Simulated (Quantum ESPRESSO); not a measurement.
## Magnetic state of La2InNi2 from several starts

A self-consistent run ends on one state, which hangs on the start. Several orders of La2InNi2 are started in Quantum ESPRESSO and their energies compared.

Main program and level: Quantum ESPRESSO 7.5; LDA; plane waves with GBRV 1.5 LDA potentials, no spin-orbit coupling.

## Step 1: Set-up

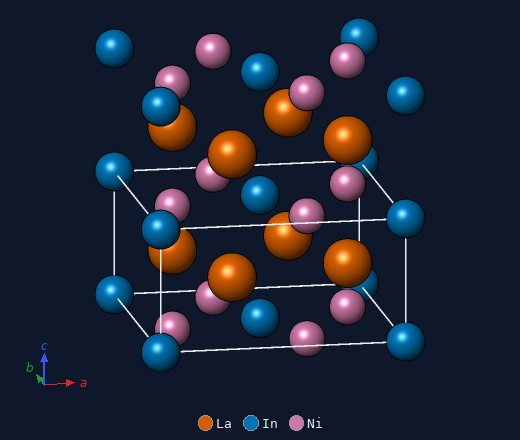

The starting structure, seen slightly off an axis (lanthanum orange, indium blue, nickel pink). 1×1×2 cells are drawn. Some periodic images of atoms are drawn too.

The cell comes from Materials Project 2023-11-01, a database of computed structures, and need not be the stable phase.

## Step 2: Run 1 (ferro ++++)

The signs are those of the starting moments on the seeded atoms, the atoms that are given a moment.

File pw.in:

```
&CONTROL
  calculation = 'scf'
  prefix = 'pwscf'
  outdir = './tmp'
  pseudo_dir = './pseudo'
  disk_io = 'nowf'
/
&SYSTEM
  ibrav = 0
  nat = 10
  ntyp = 3
  ecutwfc = 40
  ecutrho = 280
  nbnd = 90
  occupations = 'smearing'
  smearing = 'fd'
  degauss = 0.00734986
  nspin = 2
  starting_magnetization(1) = 0
  starting_magnetization(2) = 0
  starting_magnetization(3) = 0.0556
/
&ELECTRONS
  conv_thr = 2d-08
  electron_maxstep = 150
  mixing_beta = 0.3
/
ATOMIC_SPECIES
La    138.9055 la_lda_v1.uspp.F.UPF
In    114.8180 in_lda_v1.4.uspp.F.UPF
Ni     58.6934 ni_lda_v1.4.uspp.F.UPF
CELL_PARAMETERS angstrom
   7.5861971600    0.0000000000    0.0000000000
   0.0000000000    7.5861971600    0.0000000000
   0.0000000000    0.0000000000    3.8511463700
ATOMIC_POSITIONS crystal
La      0.1754168200    0.6754168200    0.5000000000
La      0.8245831800    0.3245831800    0.5000000000
La      0.3245831800    0.1754168200    0.5000000000
La      0.6754168200    0.8245831800    0.5000000000
In      0.5000000000    0.5000000000    0.0000000000
In      0.0000000000    0.0000000000    0.0000000000
Ni      0.6199806900    0.1199806900    0.0000000000
Ni      0.3800193100    0.8800193100    0.0000000000
Ni      0.8800193100    0.6199806900    0.0000000000
Ni      0.1199806900    0.3800193100    0.0000000000
K_POINTS automatic
4 4 8 0 0 0
```

Launch:

```
$ OMP_NUM_THREADS=1 mpirun -n 4 pw.x -nk 4 -in pw.in > pw.out
```

The program printed:

```text
Program PWSCF v.7.5 starts

     Message from routine setup:
     using ibrav=0 with symmetry is DISCOURAGED, use correct ibrav instead

     K-points division:     npool     =       4
     Subspace diagonalization in iterative solution of the eigenvalue problem:

     G-vector sticks info
     --------------------
     sticks:   dense  smooth     PW     G-vecs:    dense   smooth      PW
     Sum        4577    2609    769               118415    51085    8151

     Using Slab Decomposition

     bravais-lattice index     =            0
     lattice parameter (alat)  =      14.3358  a.u.
     unit-cell volume          =    1495.6669 (a.u.)^3
     number of atoms/cell      =           10
     number of atomic types    =            3
     number of electrons       =       142.00
     number of Kohn-Sham states=           90
     kinetic-energy cutoff     =      40.0000  Ry
     charge density cutoff     =     280.0000  Ry
     scf convergence threshold =      2.0E-08
     mixing beta               =       0.3000
     number of iterations used =            8  plain     mixing
     Exchange-correlation=  SLA  PZ   NOGX NOGC
                           (   1   1   0   0   0   0   0)

     celldm(1)=  14.335835  celldm(2)=   0.000000  celldm(3)=   0.000000
     celldm(4)=   0.000000  celldm(5)=   0.000000  celldm(6)=   0.000000

     crystal axes: (cart. coord. in units of alat)
               a(1) = (   1.000000   0.000000   0.000000 )
               a(2) = (   0.000000   1.000000   0.000000 )
               a(3) = (   0.000000   0.000000   0.507652 )

     reciprocal axes: (cart. coord. in units 2 pi/alat)
               b(1) = (  1.000000  0.000000  0.000000 )
               b(2) = (  0.000000  1.000000  0.000000 )
               b(3) = (  0.000000  0.000000  1.969854 )

     PseudoPot. # 1 for La read from file:
     la_lda_v1.uspp.F.UPF
     Pseudo is Ultrasoft + core correction, Zval = 11.0
     Generated by new atomic code, or converted to UPF format
     Using radial grid of  995 points,  8 beta functions with:
                l(1) =   0
                l(2) =   0
                l(3) =   1
                l(4) =   1
                l(5) =   2
                l(6) =   2
                l(7) =   3
                l(8) =   3
     Q(r) pseudized with  8 coefficients,  rinner =    1.700   1.700   1.700
                                                       1.700   1.700   1.700
                                                       1.700

     PseudoPot. # 2 for In read from file:
     in_lda_v1.4.uspp.F.UPF
     Pseudo is Ultrasoft + core correction, Zval = 13.0
     Generated by new atomic code, or converted to UPF format
     Using radial grid of  889 points,  6 beta functions with:
                l(1) =   0
                l(2) =   0
                l(3) =   1
                l(4) =   1
                l(5) =   2
                l(6) =   2
     Q(r) pseudized with  6 coefficients,  rinner =    1.400   1.400   1.400
                                                       1.400   1.400

     PseudoPot. # 3 for Ni read from file:
     ni_lda_v1.4.uspp.F.UPF
     Pseudo is Ultrasoft + core correction, Zval = 18.0
     Generated by new atomic code, or converted to UPF format
     Using radial grid of  865 points,  6 beta functions with:
                l(1) =   0
                l(2) =   0
                l(3) =   1
                l(4) =   1
                l(5) =   2
                l(6) =   2
     Q(r) pseudized with 10 coefficients,  rinner =    0.980   0.980   0.980
                                                       0.980   0.980

     atomic species   valence    mass     pseudopotential
     La               11.00   138.90550     La( 1.00)
     In               13.00   114.81800     In( 1.00)
     Ni               18.00    58.69340     Ni( 1.00)

     Starting magnetic structure
     atomic species   magnetization
     La              0.000
     In              0.000
     Ni              0.056

     16 Sym. Ops., with inversion, found ( 8 have fractional translation)

   Cartesian axes

     site n.     atom                  positions (alat units)
         1        La     tau(   1) = (   0.1754168   0.6754168   0.2538259  )
         2        La     tau(   2) = (   0.8245832   0.3245832   0.2538259  )
         3        La     tau(   3) = (   0.3245832   0.1754168   0.2538259  )
         4        La     tau(   4) = (   0.6754168   0.8245832   0.2538259  )
         5        In     tau(   5) = (   0.5000000   0.5000000   0.0000000  )
         6        In     tau(   6) = (   0.0000000   0.0000000   0.0000000  )
         7        Ni     tau(   7) = (   0.6199807   0.1199807   0.0000000  )
         8        Ni     tau(   8) = (   0.3800193   0.8800193   0.0000000  )
         9        Ni     tau(   9) = (   0.8800193   0.6199807   0.0000000  )
        10        Ni     tau(  10) = (   0.1199807   0.3800193   0.0000000  )

     number of k points=    30  Fermi-Dirac smearing, width (Ry)=  0.0073
                       cart. coord. in units 2pi/alat
        k(    1) = (   0.0000000   0.0000000   0.0000000), wk =   0.0078125
        k(    2) = (   0.0000000   0.0000000   0.2462318), wk =   0.0156250
        k(    3) = (   0.0000000   0.0000000   0.4924636), wk =   0.0156250
        k(    4) = (   0.0000000   0.0000000   0.7386954), wk =   0.0156250
        k(    5) = (   0.0000000   0.0000000  -0.9849271), wk =   0.0078125
        [... 25 further k-points ...]

     Dense  grid:   118415 G-vectors     FFT dimensions: (  80,  80,  40)

     Smooth grid:    51085 G-vectors     FFT dimensions: (  60,  60,  30)

     Check: negative core charge=   -0.000005
     Generating pointlists ...
     new r_m :   0.1588 (alat units)  2.2761 (a.u.) for type    1
     new r_m :   0.1644 (alat units)  2.3566 (a.u.) for type    2
     new r_m :   0.1400 (alat units)  2.0068 (a.u.) for type    3

     Initial potential from superposition of free atoms

     starting charge     130.8854, renormalised to     142.0000

     negative rho (up, down):  1.815E-01 1.815E-01
     Starting wfcs are  150 randomized atomic wfcs

     Self-consistent Calculation

     iteration #  1     ecut=    40.00 Ry     beta= 0.30
     Davidson diagonalization with overlap
     ethr =  1.00E-02,  avg # of iterations =  2.5

     total energy              =   -1956.84977688 Ry
     estimated scf accuracy    <     258.47310266 Ry

     total magnetization       =     0.22 Bohr mag/cell
     absolute magnetization    =     0.26 Bohr mag/cell

     iteration #  2     ecut=    40.00 Ry     beta= 0.30
     Davidson diagonalization with overlap
     ethr =  1.00E-02,  avg # of iterations =  6.1

     negative rho (up, down):  1.602E-04 4.345E-04

     total energy              =   -2050.84562286 Ry
     estimated scf accuracy    <     124.43043049 Ry

     total magnetization       =     0.22 Bohr mag/cell
     absolute magnetization    =     0.25 Bohr mag/cell

     iteration #  3     ecut=    40.00 Ry     beta= 0.30
     Davidson diagonalization with overlap
     ethr =  1.00E-02,  avg # of iterations =  2.0

     negative rho (up, down):  1.117E-02 1.212E-02

     total energy              =   -2046.30900797 Ry
     estimated scf accuracy    <      33.17875596 Ry

     total magnetization       =     0.11 Bohr mag/cell
     absolute magnetization    =     0.19 Bohr mag/cell

     [... further iterations left out ...]

     iteration # 17     ecut=    40.00 Ry     beta= 0.30
     Davidson diagonalization with overlap
     ethr =  3.78E-08,  avg # of iterations =  4.5

     negative rho (up, down):  1.168E-01 1.168E-01

     total energy              =   -2048.18363494 Ry
     estimated scf accuracy    <       0.00001392 Ry

     total magnetization       =    -0.00 Bohr mag/cell
     absolute magnetization    =     0.00 Bohr mag/cell

     iteration # 18     ecut=    40.00 Ry     beta= 0.30
     Davidson diagonalization with overlap
     ethr =  9.80E-09,  avg # of iterations =  2.2

     negative rho (up, down):  1.168E-01 1.168E-01

     total energy              =   -2048.18363631 Ry
     estimated scf accuracy    <       0.00000036 Ry

     total magnetization       =    -0.00 Bohr mag/cell
     absolute magnetization    =     0.00 Bohr mag/cell

     iteration # 19     ecut=    40.00 Ry     beta= 0.30
     Davidson diagonalization with overlap
     c_bands:  1 eigenvalues not converged
     c_bands:  1 eigenvalues not converged
     ethr =  2.55E-10,  avg # of iterations =  5.2

     negative rho (up, down):  1.168E-01 1.167E-01

     total energy              =   -2048.18363650 Ry
     estimated scf accuracy    <       0.00000004 Ry

     total magnetization       =    -0.00 Bohr mag/cell
     absolute magnetization    =     0.00 Bohr mag/cell

     iteration # 20     ecut=    40.00 Ry     beta= 0.30
     Davidson diagonalization with overlap
     ethr =  2.69E-11,  avg # of iterations =  4.4

     negative rho (up, down):  1.168E-01 1.168E-01

     Magnetic moment per site  (integrated on atomic sphere of radius R)
     atom   1 (R=0.159)  charge=  7.9153  magn= -0.0000
     atom   2 (R=0.159)  charge=  7.9153  magn= -0.0000
     atom   3 (R=0.159)  charge=  7.9153  magn= -0.0000
     atom   4 (R=0.159)  charge=  7.9153  magn= -0.0000
     atom   5 (R=0.164)  charge= 11.4380  magn= -0.0000
     atom   6 (R=0.164)  charge= 11.4380  magn= -0.0000
     atom   7 (R=0.140)  charge= 16.8674  magn=  0.0000
     atom   8 (R=0.140)  charge= 16.8674  magn=  0.0000
     atom   9 (R=0.140)  charge= 16.8674  magn=  0.0000
     atom  10 (R=0.140)  charge= 16.8674  magn=  0.0000

     End of self-consistent calculation

     [... lines left out ...]
     the Fermi energy is    13.1387 ev

!    total energy              =   -2048.18363651 Ry
     estimated scf accuracy    <          4.4E-09 Ry
     smearing contrib. (-TS)   =      -0.01717023 Ry
     internal energy E=F+TS    =   -2048.16646629 Ry

     The total energy is F=E-TS. E is the sum of the following terms:
     one-electron contribution =   -1244.03574522 Ry
     hartree contribution      =     704.82437017 Ry
     xc contribution           =    -410.53812657 Ry
     ewald contribution        =   -1098.41696467 Ry

     total magnetization       =    -0.00 Bohr mag/cell
     absolute magnetization    =     0.00 Bohr mag/cell

     convergence has been achieved in  20 iterations

=------------------------------------------------------------------------------=
   JOB DONE.
=------------------------------------------------------------------------------=
```

Wall time 4.7 min (4 MPI ranks of AMD EPYC 9R14 (Zen 4), shared host); peak memory 2.1 GiB; 19 min of CPU time.

The spin moment in the atom's sphere vanishes on all atoms.

Read from the output:

- smearing term TS: 0.2336 eV
- magnetization: 0 μB
- absolute magnetization: 0 μB
- final state: non-magnetic

[end of part 1 of 2]

[Logs and program files are shortened in this print: banners, set-up blocks, solver, clock and traceback lines can be left out without a mark of their own.]

[Logs are printed without paths, hosts, clocks, repeated set-up lines and the standing remarks that a program may print on its own settings, such as how far it seeks lower states.]

[Hosts, paths, dates, database ids (printed as entryN), source tags and the programs' standing remarks are cut or masked in the printed files.]

[Where a cell is said to come from a database of computed structures, the database is the Materials Project.]
